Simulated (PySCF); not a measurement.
CH$_{7}$PSi (SMILES [SiH3]CP)

```xyz
10

Si    1.0959    0.6403   -0.0449
C    -0.0352   -0.8952   -0.0881
P    -1.8454   -0.5634    0.1207
H     2.4774    0.1906   -0.2251
H     0.7090    1.5473   -1.1282
H     0.9428    1.3098    1.2490
H     0.2395   -1.6044    0.6973
H     0.0724   -1.4328   -1.0339
H    -1.9205    0.5051   -0.7753
H    -1.7271    0.3074    1.2060
```

Geometry: GFN2-xTB.

Method: PySCF, PBE0/pcSseg-1, SCF density, gas phase, non-relativistic.

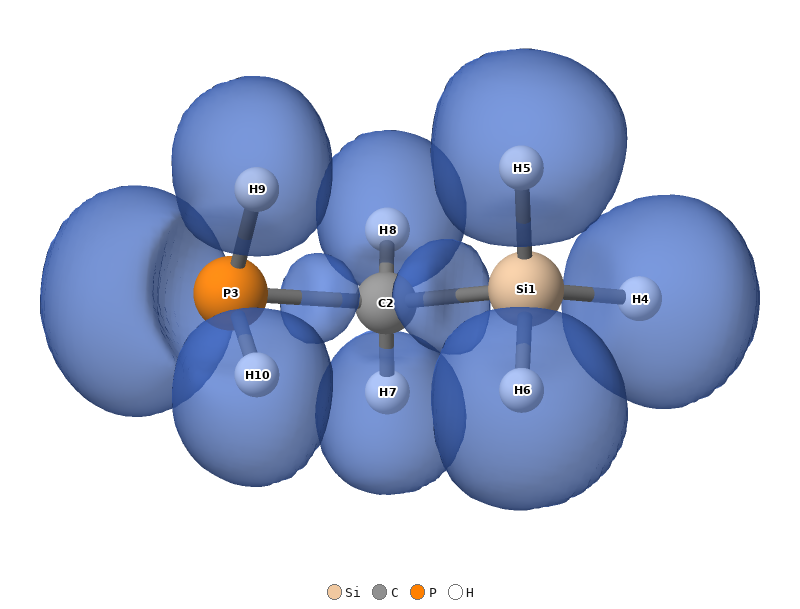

Figure 1. Isosurface of the ELF at 0.8 (blue), seen from one side. Core shells and regions of very low density are left out.

> Describe the localisation domains.

The ELF exceeds this value in one region between bonded C–P atoms (shared pairs), one region between bonded C–Si atoms (shared pairs), seven regions around hydrogen nuclei and one lobe on P, pointing away from the bonds (lone pairs). Profiles from the grid: C–P (1.85 Å): the ELF peaks at about 0.95 between the atoms: a shared electron pair. C–Si (1.91 Å): the ELF peaks at about 0.95 between the atoms (localised, covalent bonding).

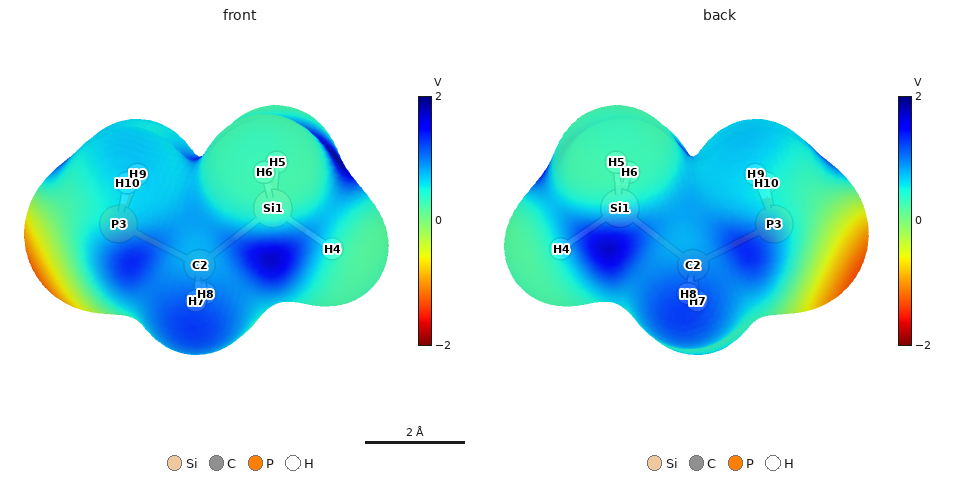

Figure 2. The molecular electrostatic potential painted on the density surface at 0.004 e/bohr³, seen from the front and from behind; red is negative and blue positive.

> Describe the electrostatic potential map.

The most negative region (about −1.3 V, or −30 kcal/mol for a unit charge) lies over P3, the most positive (about +1.9 V, or +44 kcal/mol for a unit charge) over Si1.

> How polar is the molecule by this calculation?

Its dipole moment is 0.86 D.

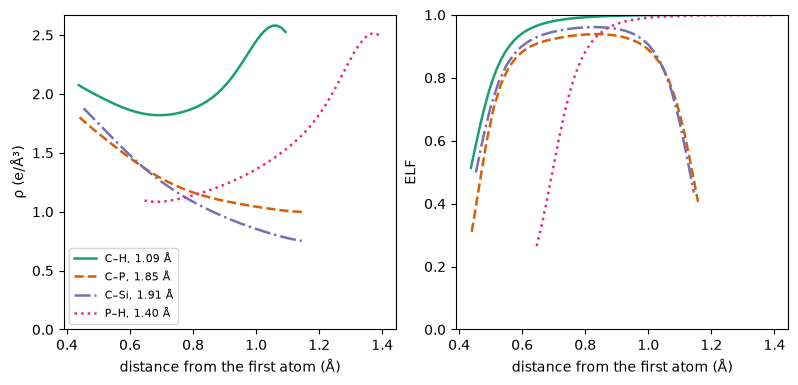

Figure 3. Electron density and ELF along straight lines between neighbouring atoms. The curves leave out the atomic cores.

> What can be read from the curves?

C–H (1.09 Å): the density is about 1.9 e/Å³ at the midpoint; the ELF climbs to about 1 towards the hydrogen, as it does in any bond to H: an ordinary covalent bond to hydrogen.
C–P (1.85 Å): the density is about 1.1 e/Å³ at the midpoint; the ELF peaks at about 0.95 between the atoms (a shared electron pair).
C–Si (1.91 Å): ρ at the midpoint is about 0.9 e/Å³; the ELF peaks at about 0.95 between the atoms (a shared electron pair).
P–H (1.40 Å): ρ is about 1.1 e/Å³ halfway; the ELF climbs to about 1 towards the hydrogen.
